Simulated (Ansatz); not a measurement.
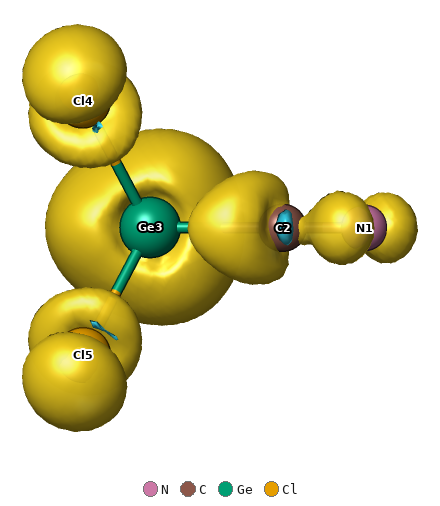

The picture shows: CCl₂GeN (SMILES N#[C][Ge]([Cl])[Cl]) (doublet). Isosurfaces of the spin density at +0.015 (yellow) and −0.015 e/Å³ (cyan), seen across its widest extent.

Geometry: PBE0-D4/def2-TZVP.

Computed with UKS PBE0-D4/def2-TZVPP in Ansatz 0.2.0.

```xyz
5

N     1.4252   -1.4394    1.2650
C     0.6754   -0.7259    0.7572
Ge   -0.6664    0.4897    0.0964
Cl   -1.7543   -0.5534   -1.4151
Cl    0.3699    2.1554   -0.7449
```

Where is the unpaired spin?

The unpaired spin (1 electron) lies mostly on Ge3 (about 0.6), Cl4 (about 0.1) and Cl5 (about 0.1), in electrons by Hirshfeld's partition.
